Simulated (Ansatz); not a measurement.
# NbRu (Pm-3m): Grüneisen parameters

Wanted: mode Grüneisen parameters of NbRu (Pm-3m).

Method: DFT PBEsol, scalar-relativistic, plane waves, PAW; PAW set soft_1, in Ansatz 0.2.0.

## Step 1: The starting structure

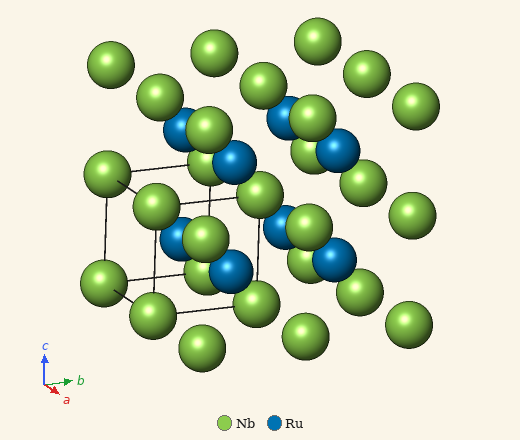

The cell as given, slightly off an axis (niobium green, ruthenium blue). 2×2×2 cells are drawn. Some periodic images of atoms are drawn too.

## Step 2: The dispersion

The cell comes from relaxations at this level that are not shown. Stability and thermal properties need the whole zone. Linear response on a 4×4×4 q mesh gives force constants as far as a supercell of that size would.

Contents of input.yaml:

```yaml
crystal:
  lattice:
    - [3.1391803495, 0.0, 0.0]
    - [0.0, 3.1391803495, 0.0]
    - [0.0, 0.0, 3.1391803495]
  atoms:
    - { symbol: Nb, position: [0.0, 0.0, 0.0] }
    - { symbol: Ru, position: [0.5, 0.5, 0.5] }
kpoints:
  mp_grid: { grid: [16, 16, 16] }
hamiltonian:
  xc: pbesol
  pseudopotentials: { kind: paw, azcp: { folder: soft_1 }, xc_functional: pbe }
scf:
  occupations: { method: methfessel_paxton, width: 0.2 }
output:
  eigenvalues: true
phonons:
  method: dfpt
  qmesh: [4, 4, 4]
  temperatures: { t_max: 1000, t_step: 50 }
  qpath:
    path:
      - [[0.0, 0.0, 0.0], [0.0, 0.5, 0.0], [0.5, 0.5, 0.0], [0.0, 0.0, 0.0], [0.5, 0.5, 0.5], [0.0, 0.5, 0.0]]
      - [[0.5, 0.5, 0.5], [0.5, 0.5, 0.0]]
    npoints: 10
```

Launch:

```bash
> ansatz run input.yaml --threads 4 --pin off --max-ram 10240MiB --backend cpu --events-out ev --progress --plain --runs-dir out
```

Numbers of over 12 decimals in the logs are rounded to 6 here.

The log of the run:

```text
Engine: ansatz 0.2.0, x86_64-unknown-linux-gnu
Pseudopotentials: kind: paw
Pseudopotential: Nb, paw, valence charge 13, recommended cutoff 420 eV (normal), soft_1/Nb.paw.azcp
Pseudopotential: Ru, paw, valence charge 16, recommended cutoff 420 eV (normal), soft_1/Ru.paw.azcp
Functional definition: PBEsol
  exchange = pbesol_x
  correlation = pbesol_c
Crystal: 2 atoms, lattice volume = 30.935 Å³
Basis set: ecut = 420 eV, 619 PW (Γ), exchange–correlation on 48×48×48 points (8 copies of the dense FFT grid, shifted against one another)
Bands: 19, of which v1, the nominal top of the filled ones, is band 15 counted from 1 (14 counted from 0)
Symmetry: 48 space group operations
k-points: 165 of 4096
Non-local potential: Nb, projectors of the file, l = 0: 3, l = 1: 2, l = 2: 2, l = 3: 1
Non-local potential: Ru, projectors of the file, l = 0: 3, l = 1: 2, l = 2: 2, l = 3: 1
PAW form: soft (Blöchl's): semilocal exchange-correlation on the pseudo side does not see the compensation charge
PAW frozen core: Nb, regenerated for the run's functional, and the local potential with it (the file was generated under x = pbe(κ = 0.804, μ = 0.219515), c = pbe(β = 0.066725))
PAW frozen core: Ru, regenerated for the run's functional, and the local potential with it (the file was generated under x = pbe(κ = 0.804, μ = 0.219515), c = pbe(β = 0.066725))
PAW one-centre angular grid: Nb, 590 points (default); XC on 64 Gauss nodes
PAW one-centre angular grid: Ru, 590 points (default); XC on 64 Gauss nodes
Initial density: superposition of atomic densities (chi_scale 0.1, normalization cell, long waves kept (reshape's long-wave potential 0.00 eV rms))
Initial wavefunctions: pseudopotential atomic-orbital guess
Functional: x = pbesol(κ = 0.804, μ = 0.123457), c = pbesol(β = 0.046)
SCF iter   1: F=—  HF=-10314.640048 eV  |F-HF|=—  |Δ(HF+E_count)|=         —  Δρ=1.81e-1  dr2=1.33e1  ethr=3.10e-3  ⟨swp⟩=4.8  Hψ=12249  notcnv=0
preconditioner: auto → none  [metal: Δε(μ)=0.008 eV  Ē_g=5.475 eV  σ=0.200 eV  W_gap=0.03  n_scr=6 (ndim 8)  ℏωp=24.1 eV  f_vac=0.000  D(μ)=1.81/eV (n_scr^D=18)  sad-step TF]
SCF iter   2: F=—  HF=-10313.101036 eV  |F-HF|=—  |Δ(HF+E_count)|=    1.54e0  S|Δr|=    0.00e0  Δρ=1.11e-1  dr2=5.55e0  ethr=3.10e-3  ⟨swp⟩=2.3  Hψ=6776  notcnv=0  defer=2
SCF iter   3: F=—  HF=-10312.325811 eV  |F-HF|=—  |Δ(HF+E_count)|=   7.75e-1  S|Δr|=    0.00e0  Δρ=1.47e-2  dr2=3.88e-2  ethr=3.10e-3  ⟨swp⟩=2.1  Hψ=5226  notcnv=0  defer=2
SCF iter   4: F=—  HF=-10312.320247 eV  |F-HF|=—  |Δ(HF+E_count)|=   5.56e-3  S|Δr|=    0.00e0  Δρ=2.76e-3  dr2=8.83e-4  ethr=1.34e-4  ⟨swp⟩=1.2  Hψ=4825  notcnv=0
SCF iter   5: F=—  HF=-10312.320384 eV  |F-HF|=—  |Δ(HF+E_count)|=   1.38e-4  S|Δr|=    0.00e0  Δρ=7.85e-4  dr2=2.74e-4  ethr=3.05e-6  ⟨swp⟩=2.0  Hψ=5226  notcnv=0
SCF iter   6: F=—  HF=-10312.320361 eV  |F-HF|=—  |Δ(HF+E_count)|=   2.38e-5  S|Δr|=    0.00e0  Δρ=9.28e-5  dr2=3.36e-6  ethr=9.45e-7  ⟨swp⟩=1.0  Hψ=3138  notcnv=0
SCF iter   7: F=—  HF=-10312.320362 eV  |F-HF|=—  |Δ(HF+E_count)|=   9.39e-7  S|Δr|=    0.00e0  Δρ=1.72e-5  dr2=1.26e-7  ethr=1.16e-8  ⟨swp⟩=1.1  Hψ=3213  notcnv=0
SCF iter   8: F=—  HF=-10312.320360 eV  |F-HF|=—  |Δ(HF+E_count)|=   1.48e-6  S|Δr|=    0.00e0  Δρ=1.54e-6  dr2=8.92e-10  ethr=4.34e-10  ⟨swp⟩=1.9  Hψ=4144  notcnv=0
SCF iter   9: F=-10312.320360 eV  HF=-10312.320360 eV  |F-HF|=3.64e-12  |Δ(HF+E_count)|=  6.55e-11  S|Δr|=    0.00e0  Δρ=1.59e-7  dr2=1.17e-12  ethr=1.00e-12  ⟨swp⟩=4.2  Hψ=15263  notcnv=0
the search or the solves at the SCF's close seem to have found levels that the self-consistency loop had missed (the run counts 1). By its estimate they hold under 1e-12 electrons; where the run keeps them, the occupations were computed again with them
SCF 1 converged in 9 iterations: F = -10312.320360 eV  dr2 = 1.17e-12
  greatest PAW one-centre occupation: 1.000 electrons in one spin orbital (limit 2), on the Ru atom at site 1 (counted from 0), in its partial waves of l = 0
phonons: the bands overlap, so this run is a metal and interpolates without the dipole-dipole term. If the crystal is really an insulator or semiconductor, its LO-TO splitting is missing
NSCF: frozen V_eff on 165 k-points
NSCF: frozen V_eff on 405 k-points
DFPT response loops at q = (0, 0, 0) (fractional): preconditioner auto → Kerker (q_TF=auto, 2.699 Å⁻¹) (partly filled bands, converged f_vac=0.000); β = 1.00, the filter's whole step (`scf.mixing.beta` (0.50) is not read by the response loops under this deck's `scf.mixing.preconditioner`; to damp them name `kerker` or `kerker_dos`, under which they read `scf.mixing.beta`, and type it under 1.00, their step now; both keys bind the ground state too); Broyden in place of MSR1
NSCF: frozen V_eff on 2592 k-points
DFPT response loops at q = (0, 0, 0.25) (fractional): mixed as the last ones told, above
NSCF: frozen V_eff on 1458 k-points
DFPT response loops at q = (0, 0, -0.5) (fractional): mixed as the last ones told, above
NSCF: frozen V_eff on 4608 k-points
DFPT response loops at q = (0, 0.25, 0.25) (fractional): mixed as the last ones told, above
NSCF: frozen V_eff on 2592 k-points
DFPT response loops at q = (0, 0.25, -0.5) (fractional): mixed as the last ones told, above
NSCF: frozen V_eff on 1458 k-points
DFPT response loops at q = (0, -0.5, -0.5) (fractional): mixed as the last ones told, above
NSCF: frozen V_eff on 4352 k-points
DFPT response loops at q = (0.25, 0.25, 0.25) (fractional): mixed as the last ones told, above
NSCF: frozen V_eff on 4608 k-points
DFPT response loops at q = (0.25, 0.25, -0.5) (fractional): mixed as the last ones told, above
NSCF: frozen V_eff on 2592 k-points
DFPT response loops at q = (0.25, -0.5, -0.5) (fractional): mixed as the last ones told, above
NSCF: frozen V_eff on 810 k-points
DFPT response loops at q = (-0.5, -0.5, -0.5) (fractional): mixed as the last ones told, above
SCF converged after 9 iterations
Stability not checked: this state was not tested for a lower state beside it, because cold or Methfessel-Paxton smearing, or corrected tetrahedra, fill the levels in a way that the test cannot read (fill_not_monotonic; see scf.lower_state_search)
Free energy (F): -10312.320360 eV
Harris-Foulkes:  -10312.320360 eV  (|F-HF|=3.64e-12)
Internal energy: -10312.316716 eV  (E = F + TS)
E sigma→0 (E₀):  -10312.319449 eV
Entropy (-TS):   -0.003644 eV (-1.822 meV/atom)
Fermi energy:    21.345803 eV
--- Per-component energies (eV) ---
  E_band       = -130.035074
  E_kinetic    = 834.476490
  E_local      = -1998.967314  (includes V_loc(G=0)·N_el)
  E_nonlocal   = 511.301902
  E_hartree    = 672.443564
  E_xc         = -334.466853
  E_vxc        = -415.556045  (∫ρ·V_xc dr)
  E_paw        = -6466.747792  (= ΣΔE_a)
  E_vpaw       = -406.177915  (= ΣTr[D̂ρ^β])
  E_aug_tail   = 0.000657  (compensation charges beyond the density's cutoff)
  E_ewald      = -3530.799376
  E_core_change = 0.442006  (= ΣΔE_core)
  E_smearing   = -0.003644  (= −TS)
  E_closure    = 0.000000  (closes the sum)
  Σ components = -10312.320360   (vs F -10312.320360, Δ=0.00e0)
--- Band table (eV; the first three rows and the last of 165) ---
  k-point 0: bands = [... 11 lower, 18.9474, 18.9474, 18.9474, 22.1978, 22.1978, 24.9255, 24.9255, 24.9255]
  k-point 1: bands = [... 11 lower, 18.9409, 18.9409, 18.9768, 22.0967, 22.2349, 24.6730, 24.6730, 24.8647]
  k-point 2: bands = [... 11 lower, 18.9252, 18.9252, 19.0633, 21.8071, 22.3407, 24.0716, 24.0716, 24.6901]
  k-point 164: bands = [... 11 lower, 18.3306, 18.3306, 18.3306, 21.1608, 21.1608, 24.8791, 24.8791, 28.5792]
--- Phonons (Γ-DFPT): 2 representative perturbations + reference (Σ response iterations 6) ---
  ASR residual: 9.677e-5 → 0.000e0 eV/Å²; symmetrization residual: 9.814e-6 eV/Å²
  ASR residual per site (eV/Å²): 1.16e-5 9.68e-5
  Γ frequencies (cm⁻¹): 0.00 0.00 0.00 128.84 128.84 128.84
--- Phonons (arbitrary-q DFPT): 10 irreducible q on the 4×4×4 mesh ---
  q = [0.0000, 0.0000, 0.0000] (star 1, of the zone-centre solve; hermiticity 6.64e-6, symmetrization 2.17e-12): -0.00 -0.00 0.00 128.84 128.84 128.84
  q = [0.0000, 0.0000, 0.2500] (star 6, 4 solved perturbations in 4032 linear systems a pass and spin channel, the states on 1296 of 4096 k-point pairs; hermiticity 3.29e-6, symmetrization 3.50e-13): 56.02 56.02 73.15 136.44 136.44 144.90
  q = [0.0000, 0.0000, -0.5000] (star 3, 4 solved perturbations in 2268 linear systems a pass and spin channel, the states on 729 of 4096 k-point pairs; hermiticity 7.22e-14, symmetrization 6.10e-13): -56.48 -56.48 95.10 132.18 132.18 160.58
  q = [0.0000, 0.2500, 0.2500] (star 12, 4 solved perturbations in 7056 linear systems a pass and spin channel, the states on 2304 of 4096 k-point pairs; hermiticity 2.65e-6, symmetrization 1.35e-13): -120.55 -77.40 57.80 117.57 168.11 187.06
  q = [0.0000, 0.2500, -0.5000] (star 12, 6 solved perturbations on 1296 of 4096 k-point pairs; hermiticity 1.53e-6, symmetrization 2.06e-14): -136.86 -109.17 -36.07 132.38 200.17 211.51
  q = [0.0000, -0.5000, -0.5000] (star 3, 4 solved perturbations in 2268 linear systems a pass and spin channel, the states on 729 of 4096 k-point pairs; hermiticity 2.30e-7, symmetrization 1.74e-13): -128.24 -128.24 -59.61 125.20 216.11 216.11
  q = [0.2500, 0.2500, 0.2500] (star 8, 2 solved perturbations on 2176 of 4096 k-point pairs; hermiticity 1.19e-6, symmetrization 7.05e-13): -164.54 -75.95 -75.95 174.08 174.08 177.83
  q = [0.2500, 0.2500, -0.5000] (star 12, 4 solved perturbations in 7056 linear systems a pass and spin channel, the states on 2304 of 4096 k-point pairs; hermiticity 2.12e-6, symmetrization 1.72e-13): -120.55 -88.60 14.80 159.57 181.00 196.76
  q = [0.2500, -0.5000, -0.5000] (star 6, 4 solved perturbations in 4032 linear systems a pass and spin channel, the states on 1296 of 4096 k-point pairs; hermiticity 3.25e-7, symmetrization 1.69e-13): -59.55 -59.55 20.33 148.79 194.44 194.44
  q = [-0.5000, -0.5000, -0.5000] (star 1, 2 solved perturbations on 405 of 4096 k-point pairs; hermiticity 1.96e-13, symmetrization 1.63e-12): 103.52 103.52 103.52 152.81 152.81 152.81
  sum rule: each row above includes the acoustic sum rule's correction from the zone centre's row sums; it moved no ω² by more than (0.51 cm⁻¹)²
  mesh force constants: q→R imaginary residual 4.59e-18; ASR residual 9.677e-5 → 0.000e0 eV/Å²; symmetrization residual 4.441e-15 eV/Å²
  interpolated dispersion: 62 rows × 6 modes
  density of states and harmonic sums: on the 20×20×20 q-mesh, interpolated from the force constants of a 4×4×4 supercell (no non-analytic term)
  largest difference from the sums on the solved wave vectors: F 5.88e-2 eV, S 8.03e-5 and C_V 2.15e-5 eV/K
  zero-point energy: 0.033180 eV/cell   skipped modes (ω ≤ 0): 639, of them read as no rigid motion or as one in doubt: 636 (2.405e0 modes/cell left out, lowest -164.54 cm⁻¹)   left out of the sums: 4.01e-1 of the cell's modes: C_V's classical limit lies that fraction below 3 k_B per atom; for a crystal, a wire or a layer, F and S can be off by more, and a phonons.interpolated_qmesh denser along its periods is the remedy for the sampling
```

Wall time 6.1 min (4 threads of AMD EPYC 9R14 (Zen 4), shared host); peak memory 3.3 GiB; 23 min of CPU time.

Reading the cycles: dr2 is the Hartree energy of the density residual (eV), the measure of convergence; HF is the Harris–Foulkes estimate of the energy, which meets the free energy F at convergence.

This step gave:

```
volume per atom                                         : 15.47 Å³
gap on the k-mesh                                       : 0 eV
sum-rule residual before enforcement                    : 9.68e-5 eV/Å²
lowest frequency on the path                            : -164.5 cm⁻¹
point group                                             : m-3m
highest frequency on the path or at a solved wavevector : 217.4 cm⁻¹
highest optical mode at the zone centre (no LO-TO term) : 128.8 cm⁻¹
lowest optical zone-centre mode                         : 128.8 cm⁻¹
lowest mode on the q mesh (acoustic modes at Γ apart)   : -164.5 cm⁻¹
```

Frequencies (cm⁻¹) solved at each irreducible wavevector; negative means imaginary. Frequencies by wavevector, by row:

```tsv
q in reciprocal lattice units	star	mode 1	mode 2	mode 3	mode 4	mode 5	mode 6
0 0 0	1	0	0	0	128.8	128.8	128.8
0 0 0.25	6	56	56	73.2	136.4	136.4	144.9
0 0 -0.5	3	-56.5	-56.5	95.1	132.2	132.2	160.6
0 0.25 0.25	12	-120.5	-77.4	57.8	117.6	168.1	187.1
0 0.25 -0.5	12	-136.9	-109.2	-36.1	132.4	200.2	211.5
0 -0.5 -0.5	3	-128.2	-128.2	-59.6	125.2	216.1	216.1
0.25 0.25 0.25	8	-164.5	-76	-76	174.1	174.1	177.8
0.25 0.25 -0.5	12	-120.5	-88.6	14.8	159.6	181	196.8
0.25 -0.5 -0.5	6	-59.5	-59.5	20.3	148.8	194.4	194.4
-0.5 -0.5 -0.5	1	103.5	103.5	103.5	152.8	152.8	152.8
```

Symmetry leaves 10 wavevectors to solve. The lowest mode among them, the acoustic zeros apart, lies at q = (0.25, 0.25, 0.25) and is imaginary, 164.5i cm⁻¹, so the energy falls along it.

## Step 3: Relaxing at another volume, volume ratio 0.97

The volume is scaled by 0.97 and held; symmetry leaves nothing to relax, so this is a single point. The modes can then be followed against volume.

input.yaml, the sections that differ from step 2:

```yaml
crystal:
  lattice:
    - [3.107469289, 0.0, 0.0]
    - [0.0, 3.107469289, 0.0]
    - [0.0, 0.0, 3.107469289]
  atoms:
    - { symbol: Nb, position: [0.0, 0.0, 0.0] }
    - { symbol: Ru, position: [0.5, 0.5, 0.5] }
output:
  forces: true
  stress: true
  eigenvalues: true
# kpoints, hamiltonian, scf: as in step 2
# phonons: removed
```

The log of the run:

```text
[...]
Crystal: 2 atoms, lattice volume = 30.007 Å³
Basis set: ecut = 420 eV, 587 PW (Γ), exchange–correlation on 48×48×48 points (8 copies of the dense FFT grid, shifted against one another)
Bands: 19, of which v1, the nominal top of the filled ones, is band 15 counted from 1 (14 counted from 0)
Symmetry: 48 space group operations
[...]
k-points: 165 of 4096
[...]
--- Band table (eV; the first three rows and the last of 165) ---
  k-point 0: bands = [... 11 lower, 19.6247, 19.6247, 19.6247, 23.0016, 23.0016, 25.8588, 25.8588, 25.8588]
  k-point 1: bands = [... 11 lower, 19.6179, 19.6179, 19.6552, 22.8941, 23.0409, 25.5919, 25.5919, 25.7943]
  k-point 2: bands = [... 11 lower, 19.6018, 19.6018, 19.7449, 22.5869, 23.1534, 24.9598, 24.9598, 25.6091]
  k-point 164: bands = [... 11 lower, 19.0017, 19.0017, 19.0017, 21.9420, 21.9420, 25.8068, 25.8068, 29.5886]
[key lines of the parts left out:]
SCF converged after 8 iterations
Free energy (F): -10312.297114 eV
Fermi energy:    22.124858 eV
P = ⅓ Tr σ = 8.2457 GPa (82.457 kbar)
```

The job ended after 1.1 s (4 threads; peak memory 0.42 GiB; 3.5 s of CPU time).

Numbers from this step:

* pressure: 8.246 GPa
* volume per atom: 15.00 Å³

The run ends at a pressure of 8.25 GPa.

## Step 4: Phonons at the other volume, volume ratio 0.97

The phonons are repeated at this volume on the same k and q meshes.

input.yaml, the sections that differ from step 3:

```yaml
output:
  eigenvalues: true
phonons:
  method: dfpt
  qmesh: [4, 4, 4]
  temperatures: { t_max: 1000, t_step: 50 }
  qpath:
    path:
      - [[0.0, 0.0, 0.0], [0.0, 0.5, 0.0], [0.5, 0.5, 0.0], [0.0, 0.0, 0.0], [0.5, 0.5, 0.5], [0.0, 0.5, 0.0]]
      - [[0.5, 0.5, 0.5], [0.5, 0.5, 0.0]]
    npoints: 10
# crystal, kpoints, hamiltonian, scf: as in step 3
```

The log of the run:

```text
[...]
Crystal: 2 atoms, lattice volume = 30.007 Å³
Basis set: ecut = 420 eV, 587 PW (Γ), exchange–correlation on 48×48×48 points (8 copies of the dense FFT grid, shifted against one another)
Bands: 19, of which v1, the nominal top of the filled ones, is band 15 counted from 1 (14 counted from 0)
Symmetry: 48 space group operations
k-points: 165 of 4096
[...]
SCF iter   1: F=—  HF=-10314.550893 eV  |F-HF|=—  |Δ(HF+E_count)|=         —  Δρ=1.81e-1  dr2=1.27e1  ethr=3.10e-3  ⟨swp⟩=4.9  Hψ=12303  notcnv=0
[...]
SCF iter   9: F=-10312.297114 eV  HF=-10312.297114 eV  |F-HF|=0.00e0  |Δ(HF+E_count)|=  5.46e-12  S|Δr|=    0.00e0  Δρ=4.81e-8  dr2=2.15e-13  ethr=1.00e-12  ⟨swp⟩=5.4  Hψ=12645  notcnv=0
SCF 1 converged in 9 iterations: F = -10312.297114 eV  dr2 = 2.15e-13
[...]
NSCF: frozen V_eff on 165 k-points
[...]
SCF converged after 9 iterations
[...]
Free energy (F): -10312.297114 eV
[...]
Internal energy: -10312.293816 eV  (E = F + TS)
E sigma→0 (E₀):  -10312.296290 eV
Entropy (-TS):   -0.003298 eV (-1.649 meV/atom)
Fermi energy:    22.124858 eV
[...]
--- Band table (eV; the first three rows and the last of 165) ---
  k-point 0: bands = [... 11 lower, 19.6247, 19.6247, 19.6247, 23.0016, 23.0016, 25.8588, 25.8588, 25.8588]
  k-point 1: bands = [... 11 lower, 19.6179, 19.6179, 19.6552, 22.8941, 23.0409, 25.5919, 25.5919, 25.7943]
  k-point 2: bands = [... 11 lower, 19.6018, 19.6018, 19.7449, 22.5869, 23.1534, 24.9598, 24.9598, 25.6091]
  k-point 164: bands = [... 11 lower, 19.0017, 19.0017, 19.0017, 21.9420, 21.9420, 25.8068, 25.8068, 29.5886]
[...]
ASR residual: 1.184e-5 → 0.000e0 eV/Å²; symmetrization residual: 3.740e-7 eV/Å²
  ASR residual per site (eV/Å²): 1.18e-5 1.41e-6
  Γ frequencies (cm⁻¹): 0.00 0.00 0.00 146.61 146.61 146.61
--- Phonons (arbitrary-q DFPT): 10 irreducible q on the 4×4×4 mesh ---
[...]
interpolated dispersion: 62 rows × 6 modes
[...]
```

Run time: 5.7 min. Hardware: 4 threads; peak memory 3.3 GiB; 21 min of CPU time.

Numbers from this step:

```yaml
sum_rule_residual_before_enforcement: 1.18e-5 eV/Å²
lowest_frequency_on_the_path: -163.7 cm⁻¹
highest_frequency_on_the_path_or_at_a_solved_wavevector: 235.1 cm⁻¹
highest_optical_mode_at_the_zone_centre_no_lo_to_term: 146.6 cm⁻¹
lowest_optical_zone_centre_mode: 146.6 cm⁻¹
lowest_mode_on_the_q_mesh_acoustic_modes_at_gamma_apart: -163.7 cm⁻¹
```

[end of part 1 of 2]

[Logs are printed without paths, hosts, clocks, repeated set-up lines and the standing remarks that a program may print on its own settings, such as how far it seeks lower states.]

[Hosts, paths, dates, database ids (printed as entryN), source tags and the programs' standing remarks are cut or masked in the printed files.]
